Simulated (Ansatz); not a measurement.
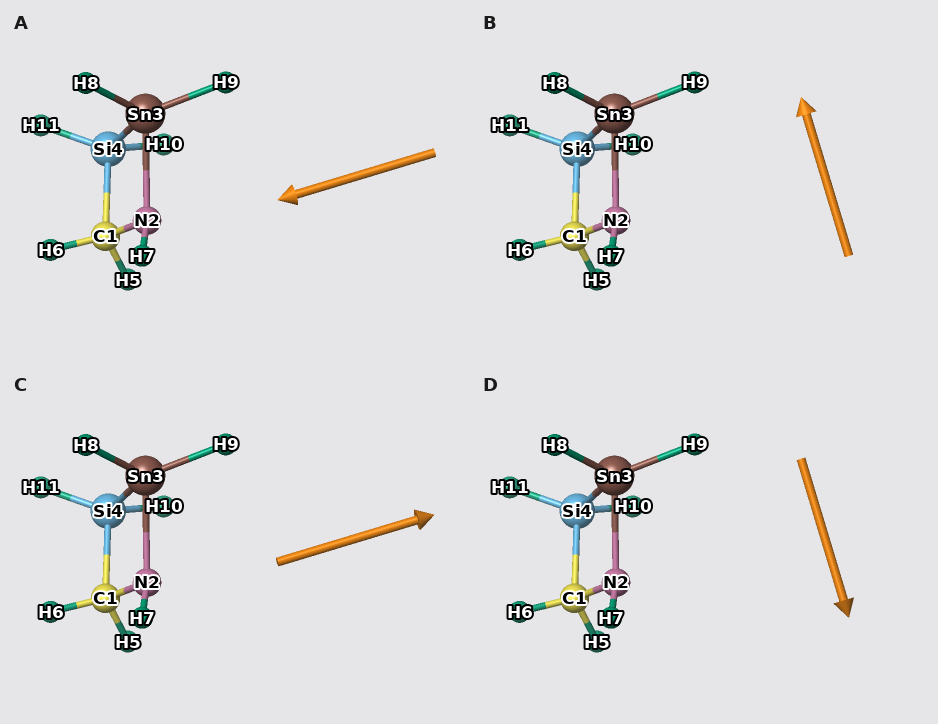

The same molecule four times, each with an arrow. The geometry was computed by an optimisation with PBE0-D4/def2-TZVP. No frequency run is at hand to confirm it as a minimum. Properties computed with RKS PBE-D4/def2-TZVPP, core potentials on Sn (Ansatz 0.2.0).

Which arrow points along the dipole moment, from the negative to the positive end?

Answer. A. The dipole moment is 0.71 D; it points from the side of H9 to the side of H6 (the outermost atoms at the two ends).
